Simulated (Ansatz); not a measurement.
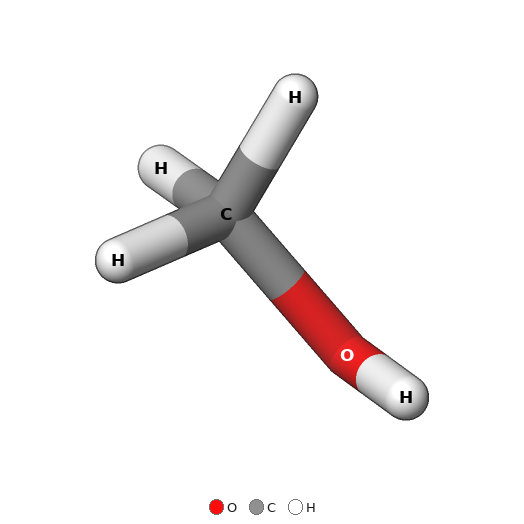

Figure made from data computed with Ansatz.

The structure as it stands in the input.

Input file:

```yaml
crystal:
  periodic: [false, false, false]
  atoms:
    - {symbol: O, position_ang: [-1.457669, -0.827400, -0.190956]}
    - {symbol: C, position_ang: [-0.750998, -1.534337, -1.183943]}
    - {symbol: H, position_ang: [-0.867958, -0.179322, 0.199279]}
    - {symbol: H, position_ang: [-0.400635, -0.881247, -1.992925]}
    - {symbol: H, position_ang: [0.109048, -2.080307, -0.776532]}
    - {symbol: H, position_ang: [-1.441852, -2.261654, -1.611443]}
basis:
  gaussian: {orbitals: def2-TZVPP}
correlation: {method: ccsd_t}
```

Output:

```
Functional definition: HF
  name "HF"
  cite "Fock, Z. Phys. 61, 126 (1930) doi:10.1007/BF01340294"
  parent pbe
  exchange = exact_x
  correlation = 0
698 factors; integrals over basis functions are off by at most 8.1e-4 eV
mean field evaluation 1: about -3130.1476 eV, gradient 3.0e1 eV
mean field evaluation 2: about -3130.1494 eV, gradient 3.0e1 eV
mean field evaluation 4: about -3131.8749 eV, gradient 2.6e0 eV
mean field evaluation 8: about -3131.8948 eV, gradient 8.9e-5 eV
mean field evaluation 16: about -3131.8937 eV, gradient 5.6e-1 eV
mean field -3131.89482615 eV, -115.0950119864 hartree, gradient 1.1e-6 eV, S^2 0.000000; 0 other end points of the search recorded, 0 dependent functions left out
2 core orbitals not correlated: weight in the atoms' cores, before any rotation towards them, 1.000 or more for the frozen orbitals, at most 0.000 for the correlated occupied ones
reference -3131.89482615 eV, -115.0950119864 hartree; 7, 7 occupied and 109, 109 virtual orbitals, 698 factors
second order -11.61482197 eV of doubles, -0.00000000 eV of singles
cycle   1  -11.82312123 eV  change   -2.1e-1 eV  update   6.1e-2
cycle   2  -12.08360434 eV  change   -2.6e-1 eV  update   1.7e-2
cycle   3  -12.13115648 eV  change   -4.8e-2 eV  update   7.1e-3
cycle   4  -12.12820302 eV  change    3.0e-3 eV  update   1.5e-3
cycle   5  -12.12867943 eV  change   -4.8e-4 eV  update   5.3e-4
cycle   6  -12.12889354 eV  change   -2.1e-4 eV  update   1.5e-4
cycle   7  -12.12883773 eV  change    5.6e-5 eV  update   5.8e-5
cycle   8  -12.12883425 eV  change    3.5e-6 eV  update   2.1e-5
cycle   9  -12.12883506 eV  change   -8.1e-7 eV  update   5.9e-6
perturbative correction -0.39731366 eV, -0.0146010075 hartree
Total energy: -3144.42097487 eV, -115.5553394613 hartree
```
